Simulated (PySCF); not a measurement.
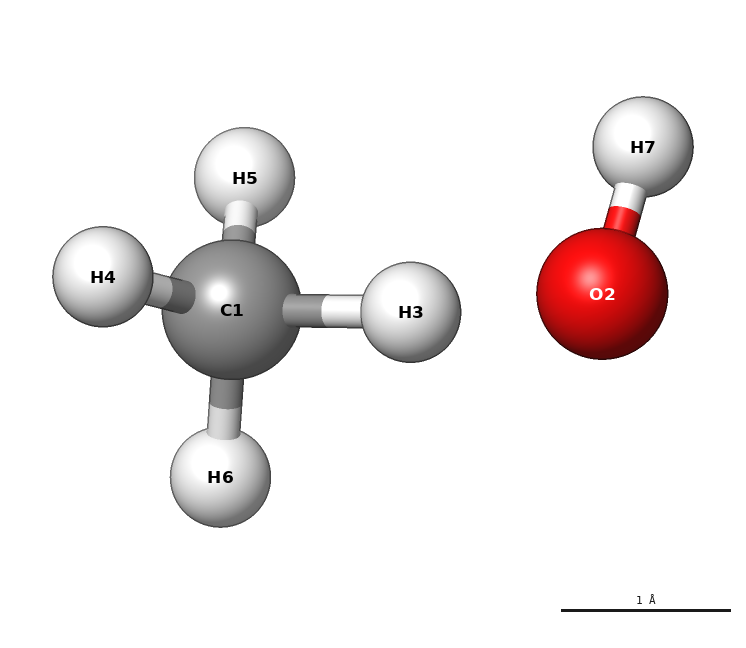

Simulated data, not a measurement (program: PySCF).

Numbered structure. Charge +1, singlet. Geometry: a fixed input geometry, not necessarily a minimum.

What is the geometry at C1?

C1 has 4 neighbours (H3 at 1.23, H4 at 1.08, H5 at 1.08, H6 at 1.08 Å); the arrangement is tetrahedral.
